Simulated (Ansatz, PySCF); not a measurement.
Breaking the Sn1–F3 bond in FHSn (SMILES [F][SnH]) (multiplicity 1 held, fragments rigid). Energies count from the point at 1.961 Å.
Geometry at that point (charge 0, multiplicity 1):
```
atom    x (Å)    y (Å)    z (Å)
----  -------  -------  -------
Sn    -0.0910  -0.1737   0.2189
H     -1.0351  -1.0891  -1.0004
F      0.6204   1.0860  -1.1050
```

R- and RO- levels are restricted; in cc, def2 and unpolarised 6-31G sets they are followed outwards from rest. U- levels take the lowest unrestricted solution at each point, which mixes spins at long bonds. Left out are points that failed, MP2 points in a non-variational dive below the minimum, coupled-cluster points behind a sign of a changed root (a jump of the amplitudes, or a one-step jump against full CI or MRCI), small-basis points behind a change of solution, and semi-empirical points at long bonds. Levels need not reach the same state.

Correlated levels freeze the cores. Filled d and f shells under p-block atoms count as core. Rows in LANL2DZ carry no dispersion term and start afresh at each structure. LANL2DZ brings its own core potentials from Na on.

Run with Ansatz (Gaussian basis) for Hartree–Fock, density functionals and correlated methods; PySCF for LANL2DZ rows. Values without a source in brackets are computed. In def2 rows elements past Kr take small-core potentials, without spin–orbit coupling.

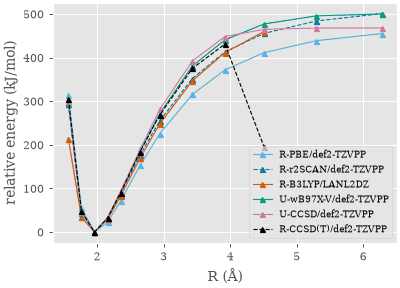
Relative energy along the coordinate

Q: Read off the R-B3LYP/LANL2DZ curve at R = 1.569.

A: about 210 kJ/mol

Doubts at one or more of the structures used: a restricted determinant that unrestricted orbitals would lower (R-PBE/def2-TZVPP, R-r2SCAN/def2-TZVPP, R-B3LYP/LANL2DZ, R-CCSD(T)/def2-TZVPP); a spin-contaminated determinant (U-wB97X-V/def2-TZVPP, U-CCSD/def2-TZVPP); T1 above 0.05 (U-CCSD/def2-TZVPP, R-CCSD(T)/def2-TZVPP); other coupled-cluster roots lie near (R-CCSD(T)/def2-TZVPP).

Ansatz is an electronic-structure program.
